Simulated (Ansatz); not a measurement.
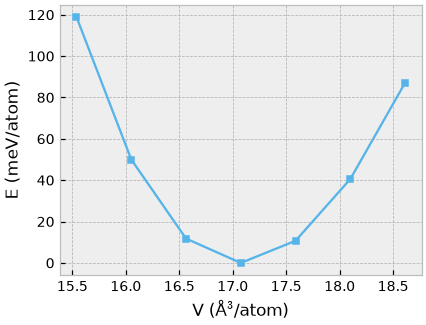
*HfOs (CsCl type, Pm-3m) under volume change, the program Ansatz at the r²SCAN level (PAW), scaled uniformly.*

**Question.** What does a third-order Birch–Murnaghan fit give for V₀, B₀ and B′?

**Answer.** V₀ = 17.07 Å³/atom, B₀ = 234 GPa, B′ = 4.2.

The workflow started from an entry of the Crystallography Open Database (COD). Whether it is the stable phase at ambient conditions was not checked. The r²SCAN relaxation kept the symmetry of its start; its stability against distortions is not shown here. No spin polarisation was allowed. Spin–orbit coupling is left out wherever it is not named.

Potentials: the later of the program's two PAW sets.
